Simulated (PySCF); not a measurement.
**Gd⁵⁹⁺: atomic calculation**

- system: Gd⁵⁹⁺, configuration 1s2 2s2 2p1, multiplicity 2.
- method: unrestricted HF, even-tempered 19s13p5d5f4g, spin-free X2C-1e, Gaussian nucleus (PySCF)

**Summary**

| quantity | value |
| --- | --- |
| outcome | converged |
| total energy | −5815.8020 hartree |
| ⟨S²⟩ | 0.750 |
| ⟨L²⟩ | 2.00 |
| SCF iterations | 4 |
| hardware | 1 CPU thread, shared host |
| CPU time | 26 s (integrals apart) |

**Remarks**

Radii and densities are those of the two-component orbitals, without the picture-change correction, so the innermost s shells come out slightly too small (about 1 % for 1s near Z = 40, more for heavier atoms).

**Input file**
```python
from pyscf import gto, scf, dft, mp, cc
mol = gto.M(atom="Gd 0 0 0", charge=59, spin=1, symmetry="D2h",
            basis=gto.etbs([(0, 19, 34, 2.2), (1, 13, 44, 2.2), (2, 5, 170, 2.4), (3, 5, 250, 2.4), (4, 4, 380, 2.4)]),
            nucmod="G")
mf = scf.UHF(mol).sfx2c1e()
mf.irrep_nelec = {'Ag': (2, 2), 'B2u': (1, 0)}
mf.kernel()
```

The script is an equivalent of what the driver set up; the driver started from orbitals of its own, so the log can be shorter than this script's would be, and it computed the properties (radii, ⟨L²⟩, response) afterwards. It held the occupations shell by shell, which the script's counts by irreducible representation don't always enforce.

**The program's output (extracts)**
```
damping factor = 0
level_shift factor = 0
DIIS = <class 'pyscf.scf.diis.CDIIS'>
diis_start_cycle = 1
diis_space = 10
diis_damp = 0
SCF conv_tol = 1e-09
SCF conv_tol_grad = None
number electrons alpha = 3  beta = 2
cycle= 1 E= -5815.80204062944  delta_E= -0.00438  |g|= 0.0341  |ddm|= 0.00296
cycle= 2 E= -5815.80204307008  delta_E= -2.44e-06  |g|= 0.000842  |ddm|= 8.17e-05
cycle= 3 E= -5815.80204307165  delta_E= -1.57e-09  |g|= 1.99e-06  |ddm|= 2.21e-06
cycle= 4 E= -5815.80204307166  delta_E= -4.55e-12  |g|= 9.28e-09  |ddm|= 4.6e-09
converged SCF energy = -5815.80204307166  <S^2> = 0.75002131  2S+1 = 2.0000213
```

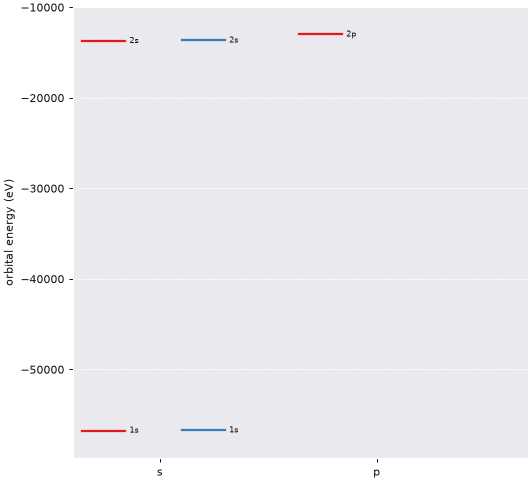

Figure 1. Orbital energies of the mean field, from the top down to −56.75 keV, by angular momentum, α spin at the left of each column and β at the right; ×n counts the orbitals under one label. The highest filled orbital is 2p α at −13.01 keV, the lowest empty one p α at −12.72 keV.

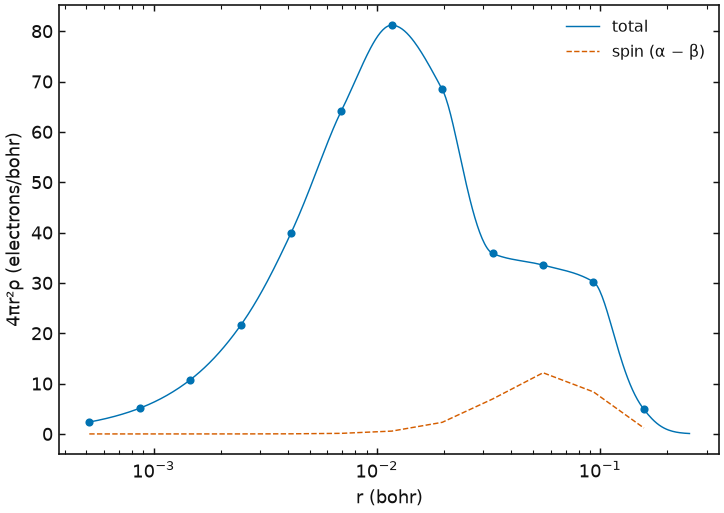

Figure 2. Spherically averaged radial density 4πr²ρ of the mean field and its spin part; markers are the stored points, which are sparse, and the line is a monotone interpolation between them. The largest stored value is 81.2 electrons/bohr at r = 0.012 bohr. Root-mean-square radii of the shells: 1s 0.0248, 2p 0.0851, 2s 0.0963 bohr.
